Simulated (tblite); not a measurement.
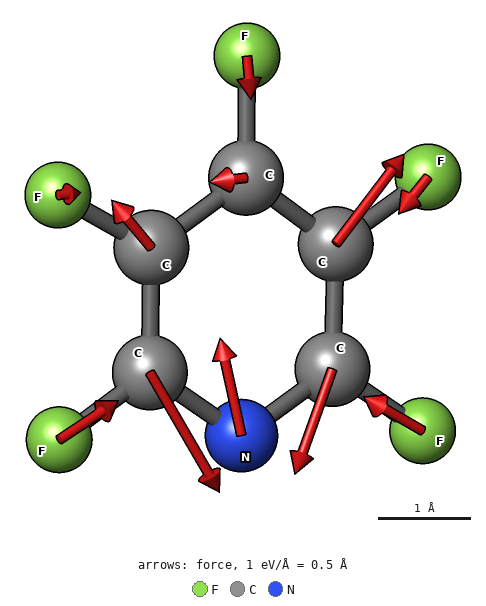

Starting geometry of C$_{5}$NF$_{5}$ with the computed forces as red arrows. A ball-and-stick model, seen at a tilt.

Theory: GFN2-xTB geometry optimisation, gas phase (tblite). 

> What follows when this structure is relaxed?

It isn't relaxed: the largest force vector, on a C atom, is 3.22 eV/Å. The final displacements follow the starting forces only in part (cosine between the two patterns 0.65). Over 14 geometry steps the energy falls by 35.2 kJ/mol. The largest move after the best rigid fit is that of an F atom, 0.094 Å. Largest moves by element: F 0.094 Å, N 0.050 Å, C 0.043 Å. Some distances before and after: C–N 1.382 → 1.311 Å, C–N 1.356 → 1.311 Å, C–F 1.372 → 1.330 Å, C–F 1.358 → 1.321 Å. Bond angles that change, for instance: C–C–C 122.7° → 117.6°, C–C–F 115.7° → 120.7°, C–C–F 117.1° → 121.8°.
